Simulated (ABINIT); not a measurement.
**A GW chain in ABINIT: TePb (Fm-3m)**

Aim: the G0W0 gap of TePb (Fm-3m) on LDA, step by step.

Method: LDA and many-body steps on it, plane waves, in ABINIT 10.8.3.

**What was measured.**

- Gap 0.19 eV: direct gap at L; earlier experiment (Expt. column of Table 1); 4 K; bulk crystal (literature value) (quoted in “Electronic band structure of epitaxial PbTe (111) thin films observed by angle-resolved photoemission spectroscopy”, 2017, arxiv:1704.07516).

- Gap 0.37 eV: thermally activated gap from Seebeck maximum; Seebeck coefficient maximum; bulk crystal (Bridgman-grown p-type crystal, maximum near 450-500 K) (“Site-Specific Contributions to the Band Inversion in a Topological Crystalline Insulator”, 2015, arxiv:1506.06328).

- Gap 0.32 eV: direct gap at L; earlier experiment (Expt. column of Table 1); 300 K; bulk crystal (literature value) (quoted in “Electronic band structure of epitaxial PbTe (111) thin films observed by angle-resolved photoemission spectroscopy”, 2017, arxiv:1704.07516).

This is a report of a sequence of runs, with most program output left out.

### 1. Set-up

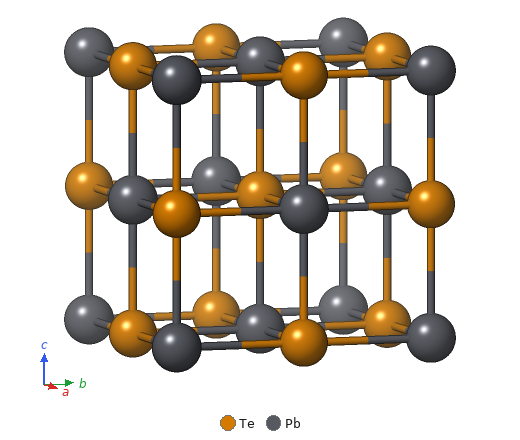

The starting structure, seen slightly off an axis (tellurium orange, lead dark grey). This picture shows the conventional cell, with its axes. Some periodic images of atoms are drawn too.

The cell and positions come from the Crystallography Open Database and are kept as given unless a step says otherwise. Spin-orbit coupling is left out unless a step names it.

### 2. Ground state

This step: ABINIT 10.8.3; DFT, LDA, plane waves, norm-conserving pseudopotentials.

The ground-state density comes first.

File run.abi:

```
acell 3*1.0 Angstrom
rprim 
  0.000000000000 3.231000000000 3.231000000000
  3.231000000000 -0.000000000000 3.231000000000
  3.231000000000 3.231000000000 -0.000000000000
ntypat 2
znucl 52 82
natom 2
typat 1 2
xred 
  0.500000000000 0.500000000000 0.500000000000
  0.000000000000 0.000000000000 0.000000000000
pp_dirpath "pseudos"
pseudos "Te.upf, Pb.upf"
ecut 34
ngkpt 6 6 6
nshiftk 1
shiftk 0 0 0
kptopt 1
chksymbreak 0
nband 20
occopt 1
tolvrs 1e-10
nstep 60
prtwf 0
optforces 0
optstress 0
indata_prefix "in"
outdata_prefix "out"
tmpdata_prefix "tmp"
```

On the command line:

```console
$ OMP_NUM_THREADS=1 mpirun -n 4 abinit run.abi > log
```

The job ended after 68 s (4 MPI ranks of Intel Xeon at 2.80GHz (Skylake/Cascade Lake), shared host; peak memory 0.36 GiB).

This step gave:

| Quantity | Value |
| --- | --- |
| total energy | -4759.7978 eV |
| gap | 0.6555 eV |
| k of the valence top | 0.5, 0, 0 |
| k of the conduction bottom | 0.5, 0, 0 |
| least direct gap | 0.6555 eV |

The gap is direct, at (0.500, 0.000, 0.000).

### 3. Bands along the symmetry lines

Levels along a band path, at the cheap level, show where the edges lie and whether the meshes to come will hold them.

File run.abi:

```
acell 3*1.0 Angstrom
rprim 
  0.000000000000 3.231000000000 3.231000000000
  3.231000000000 -0.000000000000 3.231000000000
  3.231000000000 3.231000000000 -0.000000000000
ntypat 2
znucl 52 82
natom 2
typat 1 2
xred 
  0.500000000000 0.500000000000 0.500000000000
  0.000000000000 0.000000000000 0.000000000000
pp_dirpath "pseudos"
pseudos "Te.upf, Pb.upf"
ecut 34
iscf -2
irdden 1
kptopt 0
nkpt 50
kpt 
  0.00000000 0.00000000 0.00000000
  0.06250000 0.00000000 0.06250000
  0.12500000 0.00000000 0.12500000
  0.18750000 0.00000000 0.18750000
  0.25000000 0.00000000 0.25000000
  0.31250000 0.00000000 0.31250000
  0.37500000 0.00000000 0.37500000
  0.43750000 0.00000000 0.43750000
  0.50000000 0.00000000 0.50000000
  0.51562500 0.03125000 0.51562500
  0.53125000 0.06250000 0.53125000
  0.54687500 0.09375000 0.54687500
  0.56250000 0.12500000 0.56250000
  0.57812500 0.15625000 0.57812500
  0.59375000 0.18750000 0.59375000
  0.60937500 0.21875000 0.60937500
  0.62500000 0.25000000 0.62500000
  0.37500000 0.37500000 0.75000000
  0.32812500 0.32812500 0.65625000
  0.28125000 0.28125000 0.56250000
  0.23437500 0.23437500 0.46875000
  0.18750000 0.18750000 0.37500000
  0.14062500 0.14062500 0.28125000
  0.09375000 0.09375000 0.18750000
  0.04687500 0.04687500 0.09375000
  0.00000000 0.00000000 0.00000000
  0.06250000 0.06250000 0.06250000
  0.12500000 0.12500000 0.12500000
  0.18750000 0.18750000 0.18750000
  0.25000000 0.25000000 0.25000000
  0.31250000 0.31250000 0.31250000
  0.37500000 0.37500000 0.37500000
  0.43750000 0.43750000 0.43750000
  0.50000000 0.50000000 0.50000000
  0.50000000 0.46875000 0.53125000
  0.50000000 0.43750000 0.56250000
  0.50000000 0.40625000 0.59375000
  0.50000000 0.37500000 0.62500000
  0.50000000 0.34375000 0.65625000
  0.50000000 0.31250000 0.68750000
  0.50000000 0.28125000 0.71875000
  0.50000000 0.25000000 0.75000000
  0.50000000 0.21875000 0.71875000
  0.50000000 0.18750000 0.68750000
  0.50000000 0.15625000 0.65625000
  0.50000000 0.12500000 0.62500000
  0.50000000 0.09375000 0.59375000
  0.50000000 0.06250000 0.56250000
  0.50000000 0.03125000 0.53125000
  0.50000000 0.00000000 0.50000000
istwfk *1
nband 22
nbdbuf 2
tolwfr 1e-08
nstep 40
prtwf 0
prtvol 0
indata_prefix "in"
outdata_prefix "out"
tmpdata_prefix "tmp"
```

The job ended after 5.9 min (4 MPI ranks; peak memory 0.36 GiB).

Numbers from this step:

- gap: 0.6555 eV
- k of the valence top: 0.5, 0.5, 0.5
- k of the conduction bottom: 0.5, 0.5, 0.5
- least direct gap: 0.6555 eV

The gap is 0.656 eV, as in the run before at this level.

Electronic bands along the path, in eV, zero at the top of the highest filled band:

```
    point  band 12  band 13  band 14  band 15  band 16  band 17  band 18  band 19
        Γ    -5.74    -1.31    -1.31    -1.31     4.03     4.03     4.03     5.87
        X    -7.39    -4.48    -2.77    -2.77     3.32     5.42     5.42     6.61
        U    -8.04    -4.10    -2.27    -2.07     3.54     3.75     5.14     5.89
jump to K    -8.04    -4.10    -2.27    -2.07     3.54     3.75     5.14     5.89
        Γ    -5.74    -1.31    -1.31    -1.31     4.03     4.03     4.03     5.87
        L    -8.65    -0.84    -0.84     0.00     0.66     1.24     1.24     8.37
        W    -8.07    -3.76    -3.76    -0.32     1.61     5.22     5.22     6.83
        X    -7.39    -4.48    -2.77    -2.77     3.32     5.42     5.42     6.61
```

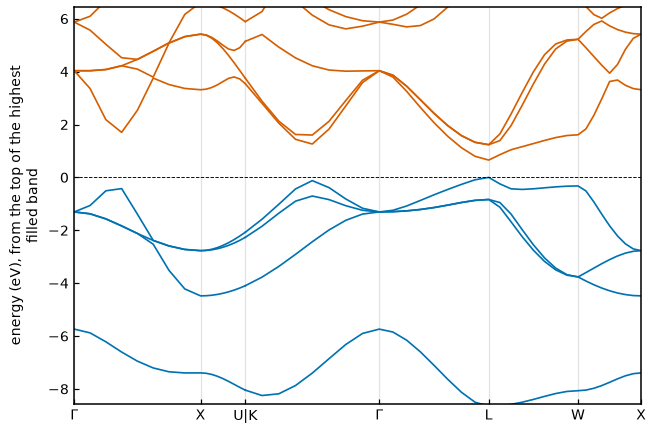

Electronic bands along the path; lines of filled and empty bands in two colours.

### 4. Empty states on the mesh, 4×4×4 mesh, 46 bands

The sums over transitions need many empty states on a uniform mesh; this step solves for them.

File run.abi:

```
acell 3*1.0 Angstrom
rprim 
  0.000000000000 3.231000000000 3.231000000000
  3.231000000000 -0.000000000000 3.231000000000
  3.231000000000 3.231000000000 -0.000000000000
ntypat 2
znucl 52 82
natom 2
typat 1 2
xred 
  0.500000000000 0.500000000000 0.500000000000
  0.000000000000 0.000000000000 0.000000000000
pp_dirpath "pseudos"
pseudos "Te.upf, Pb.upf"
ecut 34
ngkpt 4 4 4
nshiftk 1
shiftk 0 0 0
kptopt 1
chksymbreak 0
iscf -2
irdden 1
istwfk *1
nband 46
nbdbuf 4
tolwfr 1e-09
nstep 60
prtvol 0
indata_prefix "in"
outdata_prefix "out"
tmpdata_prefix "tmp"
```

Run time: 45 s. Hardware: 4 MPI ranks; peak memory 0.31 GiB; 2.2 min of CPU time.

This step gave:

| Quantity | Value |
| --- | --- |
| gap | 0.6555 eV |
| k of the valence top | 0.5, 0, 0 |
| k of the conduction bottom | 0.5, 0, 0 |
| least direct gap | 0.6555 eV |
| k points computed | 8 |
| lowest point of the top converged band, above the valence top | 25.22 eV |

On this mesh the gap is 0.656 eV.

### 5. Screening, 4×4×4 mesh, 42 bands, screening to 87.1 eV

The RPA dielectric matrix is built and inverted for each q.

This step: RPA screening on LDA, plane waves, norm-conserving pseudopotentials.

Changes to run.abi since step 4:

```diff
@@ -20,10 +20,11 @@
 chksymbreak 0
-iscf -2
-irdden 1
 istwfk *1
-nband 46
-nbdbuf 4
-tolwfr 1e-09
-nstep 60
-prtvol 0
+occopt 1
+irdwfk 1
+optdriver 3
+nband 42
+ecuteps 3.2
+inclvkb 2
+awtr 1
+symchi 1
 indata_prefix "in"
```

Run time: 65 s. Hardware: 4 MPI ranks; peak memory 0.73 GiB; 2.3 min of CPU time.

Numbers from this step:

```
ε∞ with local fields, on this mesh, along the program's q direction : 43.59
the same without local fields                                       : 47.10
plasma frequency                                                    : 24.76 eV
plane waves in the screening matrix                                 : 137
```

Local fields lower ε∞ by 7 %.

### 6. Self-energy, 4×4×4 mesh, 42 bands, screening to 87.1 eV

The self-energy is evaluated for the states that the input lists, and the levels follow from it, in one-shot runs by the linearised quasiparticle equation.

This step: G0W0 on LDA, plane waves, norm-conserving pseudopotentials.

Changes to run.abi since step 5:

```diff
@@ -23,8 +23,17 @@
 irdwfk 1
-optdriver 3
+optdriver 4
 nband 42
+gwcalctyp 0
+ecutsigx 34
+symsigma 1
+nkptgw 2
+kptgw 
+  0.5000000000 0.0000000000 0.0000000000
+  0.0000000000 0.0000000000 0.0000000000
+bdgw 
+  13 18
+  13 18
 ecuteps 3.2
-inclvkb 2
-awtr 1
-symchi 1
+irdscr 1
+ppmodel 1
 indata_prefix "in"
```

Elapsed: 33 s, on 4 MPI ranks; peak memory 0.82 GiB.

This step gave:

```yaml
g0w0_gap_on_the_points_computed: 0.9430 eV
starting_gap_on_the_mesh: 0.6555 eV
k_of_the_valence_top: 0.5, 0, 0
k_of_the_conduction_bottom: 0.5, 0, 0
z_at_the_valence_top: 0.793
z_at_the_conduction_bottom: 0.801
least_direct_g0w0_gap_on_the_computed_points: 0.9430 eV
```

The gap on the mesh goes from 0.66 eV to 0.94 eV, a correction of +0.29 eV.

Limits: finite bands, cutoff and mesh; model gap, bands may invert with spin-orbit coupling; exchange with frozen shells missing; no spin-orbit coupling; coarse k mesh. v1 is the top filled band, c1 the lowest empty one. Levels before and after the correction, in eV, zero at the valence-band top of each column:

```
           conduction bottom  valence top
Kohn-Sham               0.66         0.00
     G0W0               0.94         0.00
```

```
                     level  energy (eV)
Kohn-Sham  (0.5 0 0) v3-v2       -0.835
Kohn-Sham     (0.5 0 0) v1        0.000
Kohn-Sham     (0.5 0 0) c1        0.656
Kohn-Sham  (0.5 0 0) c2-c3        1.236
     G0W0  (0.5 0 0) v3-v2       -0.951
     G0W0     (0.5 0 0) v1        0.000
     G0W0     (0.5 0 0) c1        0.943
     G0W0  (0.5 0 0) c2-c3        1.508
```

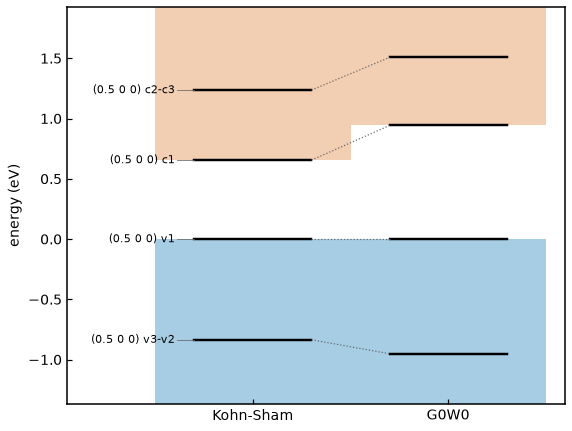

Levels before and after the correction. Shaded: valence and conduction bands.

### 7. Where the time went

Times are wall times on 4 MPI ranks of Intel Xeon at 2.80GHz (Skylake/Cascade Lake), shared host, good to a factor of about two.

```csv
step,time,share,memory (GiB)
ground state,68 s,12 %,0.36
bands along the symmetry lines,5.9 min,63 %,0.36
empty states on the mesh,45 s,8 %,0.31
screening,65 s,11 %,0.73
self-energy,33 s,6 %,0.82
```

### 8. Outcome

- LDA gap: 0.66 eV, direct
- G0W0 gap on the mesh: 0.94 eV
- GW settings: 4×4×4 mesh, 42 bands, screening to 87.1 eV, Godby-Needs plasmon pole
- known limits: not at the basis limit; model gap, bands may invert with spin-orbit coupling; exchange with frozen shells missing; mesh may overstate the screening; no spin-orbit coupling; coarse k mesh

In words: G0W0 moves the gap on the mesh from 0.66 eV to 0.94 eV (+0.29 eV), with Z of 0.79 and 0.80 at the edges. Local fields lower the RPA ε∞ on this mesh from 47.10 to 43.59. Only 2 of the mesh's irreducible points were corrected, so a valley elsewhere could overtake. The dearest step here is «bands along the symmetry lines». Against experiment, by G0W0@LDA: the direct gap of 0.94 eV lies +0.75 eV from the measured 0.19 eV (direct, 4 K, quoted 2017); the gap of 0.94 eV lies +0.57 eV from the measured 0.37 eV (transport, 2015); the direct gap of 0.94 eV lies +0.62 eV from the measured 0.32 eV (direct, 300 K, quoted 2017). An exciton line or allowed optical edge lies below the quasiparticle gap by the binding energy; a forbidden edge can push the onset above it. The calculation has static nuclei and no excitons; a measured gap holds zero-point and thermal motion, which in such lone-pair compounds can raise it as well as lower it. With atoms this heavy the missing spin-orbit coupling can matter too. Bands and cutoff are finite, so the gap is not at the basis limit. The miss can reach some tenths of an eV and take either sign; the mesh is an error of its own. In the G0W0 run levels were corrected at 2 k points alone, so a gap called «on the mesh» is the least over those, and an edge elsewhere would be missed. The 4×4×4 mesh is coarse for this cell, which bears on the long-range parts of exchange and screening. Where an edge is built on 6p states of lead, bismuth or thallium, scalar-relativistic gaps usually stand too wide, by a few tenths to over one eV. With atoms this heavy and so narrow a gap, spin-orbit coupling can invert the bands. These scalar-relativistic gaps are then model values, not to be set against experiment, and a spin-orbit change taken from DFT can't simply be added. The norm-conserving file of at least one element keeps a d shell over frozen s and p shells of the same row. Exchange with those shells is missing from the self-energy, an error of 0.3 to 0.9 eV in cases checked, whose sign depends on which edge lies on those atoms. The RPA ε∞ on this mesh reaches over 25; with a narrow direct gap a coarse mesh can overstate it, and the correction is then too small.

[Paths, hosts, dates, memory and timing lines, banners, echoed tables and standing remarks are left out of the program output.]

[Logs are printed without paths, hosts, clocks, repeated set-up lines and the standing remarks that a program may print on its own settings, such as how far it seeks lower states.]

[Runs of the session that timed out or met a known fault of the program may be left out.]

[Hosts, paths, dates, database ids (printed as entryN), source tags and the programs' standing remarks are cut or masked in the printed files.]

[G0W0 gaps are taken among the corrected bands and points alone; a level outside them can change the order at an edge.]

[Where Ansatz stands beside ABINIT at settings called matched, ABINIT's density can come from a denser mesh and the files from another edition; pairs whose starting gaps differed by over 0.03 eV were left out, so agreement reads better than it is.]
